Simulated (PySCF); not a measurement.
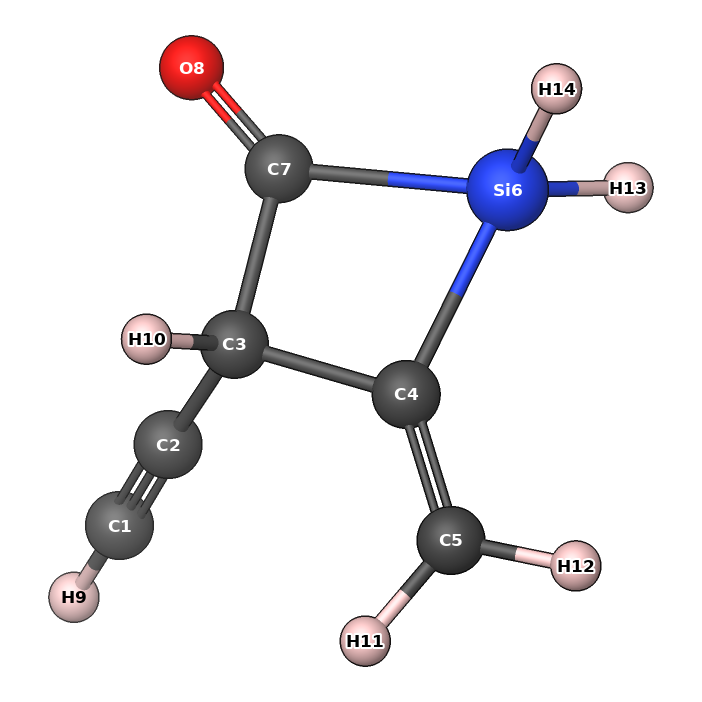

Computed geometry: GFN2-xTB optimisation. No frequency run is at hand to confirm it as a minimum. Electric field gradients from the ground-state density, PBE0/pcSseg-1 (PySCF 2.14.0), non-relativistic apart from any core potentials.

Give the largest field-gradient component, the quadrupole coupling constant and the asymmetry for 17O at O8 (Q = −25.6 mb).

```
atom  V_zz (a.u.)  e²qQ/h (MHz)     η
  O8       −1.950         11.73  0.66
```

The geometry is semi-empirical. Around Si such bond lengths and angles can be off by a tenth of an ångström or more and by several degrees, and values that hang on the shape move with them.
